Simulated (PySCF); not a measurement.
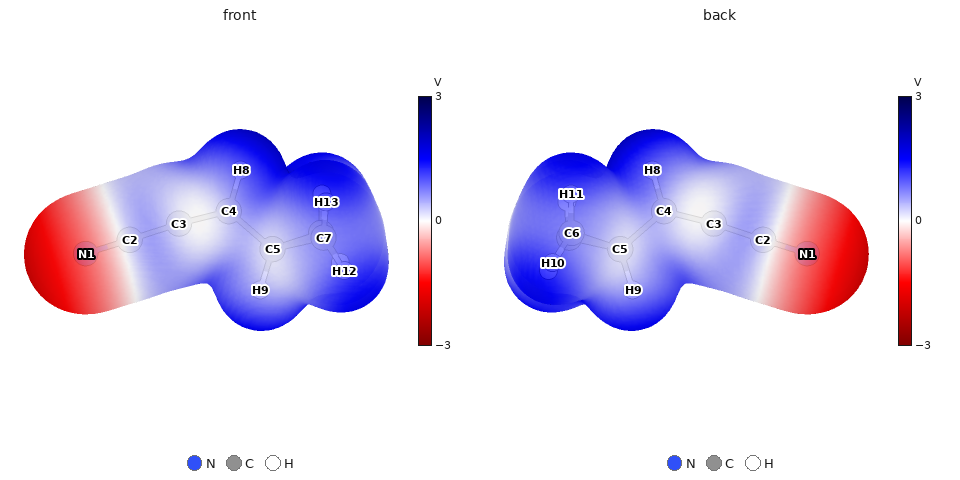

The picture shows: C₆H₆N (SMILES N#C/[C]=C\C1CC1) (doublet). The electrostatic potential painted on the density surface at 0.004 e/bohr³, seen from the front and from behind; red is negative and blue positive.

Geometry: GFN2-xTB.

The calculation used UKS B3LYP, pcH-1 on C H N, non-relativistic, mean-field spin-orbit, GIAO (PySCF 2.14.0, density-fitted response routines).

| atom | x (Å) | y (Å) | z (Å) |
| --- | --- | --- | --- |
| N | 4.3140 | 0.2793 | -1.0120 |
| C | 3.2334 | 0.0167 | -0.6470 |
| C | 2.0251 | -0.2948 | -0.2256 |
| C | 0.8014 | -0.5201 | 0.1516 |
| C | -0.3486 | 0.3523 | -0.1430 |
| C | -1.6966 | -0.2823 | -0.3803 |
| C | -1.4495 | 0.4716 | 0.8816 |
| H | 0.5676 | -1.4109 | 0.7311 |
| H | -0.1027 | 1.2355 | -0.7184 |
| H | -2.3282 | 0.1580 | -1.1359 |
| H | -1.7643 | -1.3587 | -0.3299 |
| H | -1.9087 | 1.4395 | 1.0093 |
| H | -1.3475 | -0.0856 | 1.8007 |

Which sites attract a positive test charge, and which a negative one?

Answer. A positive charge is drawn to the negative regions and a negative charge to the positive ones. The most negative region (about −2.0 V) lies over N1, the most positive (about +1.9 V) over C4, C6, C7 and H8. N1 is the likeliest acceptor of a hydrogen bond.
